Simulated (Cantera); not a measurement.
Feed: 1 mol AlCl3, 0.3 mol O2, 180 mol N2, held at 877 °C.

Equilibrium computed with Cantera from the NASA thermochemical tables; the gas is ideal and each condensed phase is pure. Candidate condensed phases: Al, AlCl3, AlN, Al2O3; 24 gas species. Equilibrium is a limit: real reactors are often held back by kinetics, nucleation or transport.

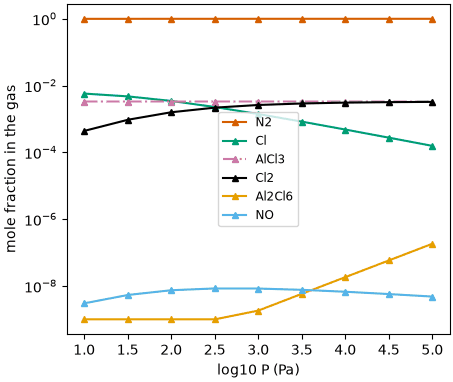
Fig. 1. Equilibrium gas composition (values under 1e-9 drawn at 1e-9)

From 10.0 Pa to 100000 Pa the condensed part is Al2O3(s). The main Al-bearing gas is AlCl3 throughout.
